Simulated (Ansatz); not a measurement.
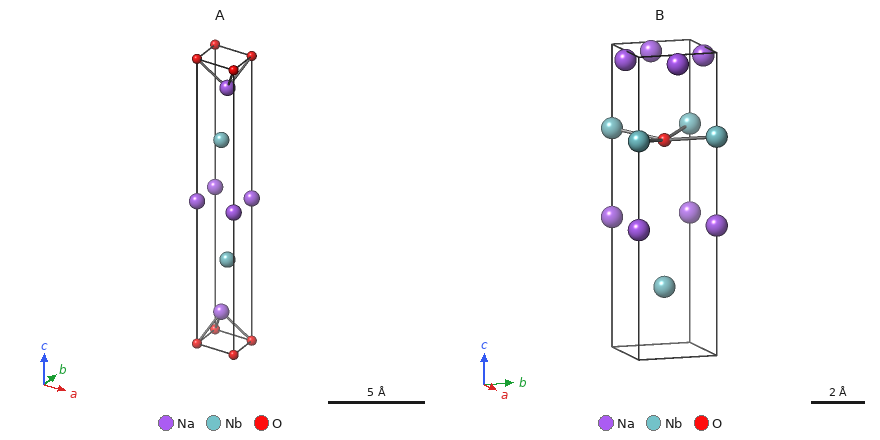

Two structures of Na$_{3}$Nb$_{2}$O, each relaxed to rest (conventional cells in solid outline, small ones repeated, not to one scale). Method: DFT PBE, scalar-relativistic, plane waves, PAW in Ansatz, without spin polarisation.

> State the structure in each panel.

A: 6 atoms a cell on a primitive hexagonal lattice, P-3m1. B: 6 atoms a cell on a primitive tetragonal lattice, P4mm.

> Which polymorph is favoured?

A is lower, by 384 meV/atom at this level of theory (energies at zero smearing). Volumes: A 18.8, B 19.3 Å³/atom.

One or both may be structure types tried for this composition rather than known phases.
